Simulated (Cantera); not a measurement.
Input: 1 mol C₂F₆, 0.12 mol CH₄, a varied amount of H₂, at 2300 K and 133 Pa.

Equilibrium computed with Cantera from the NASA thermochemical tables; the gas is ideal and each condensed phase is pure. Candidate condensed phases: C, C₆H₆, C₇H₈, C₈H₁₈; 95 gas species. The feed counts by its element totals alone. Gases not in the tables: C₂F₆ and larger saturated fluorocarbons. Kinetics and transport are ignored.

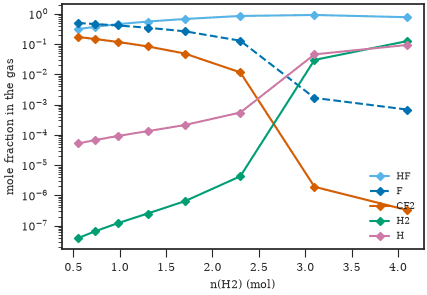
Equilibrium gas composition (values under 1e-9 drawn at 1e-9)

Question: Read off the mole fractions at 0.98 mol H₂.

Answer: HF about 0.46, F about 0.41, CF₂ about 0.12, H about 9.2e-5, H₂ about 1.2e-7.
